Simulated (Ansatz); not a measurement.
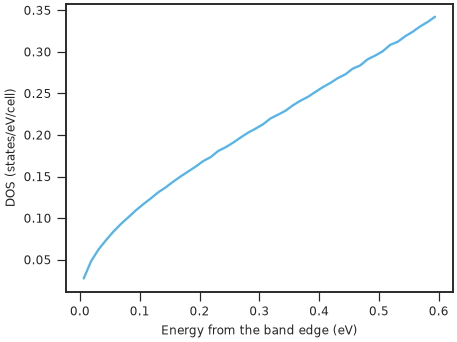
Density of states of Si (Fd-3m) below the valence band maximum, HSE06, rigid bands (Ansatz, a quantum-chemistry and plane-wave program); cell volume 40.1 Å³.

Q: What effective density of states at 300 K does this give (∫ g(E) exp(−E/k_BT) dE, both spins, divided by the cell's size)?

A: 3.3e19 cm⁻³, a density-of-states mass of 1.20 mₑ, valleys and band degeneracy included.

Spin-orbit coupling is left out; where it splits the top of the valence band, N_v and the p-type Seebeck coefficient come out somewhat high without it. Geometry: cell and atoms relaxed with PBEsol.
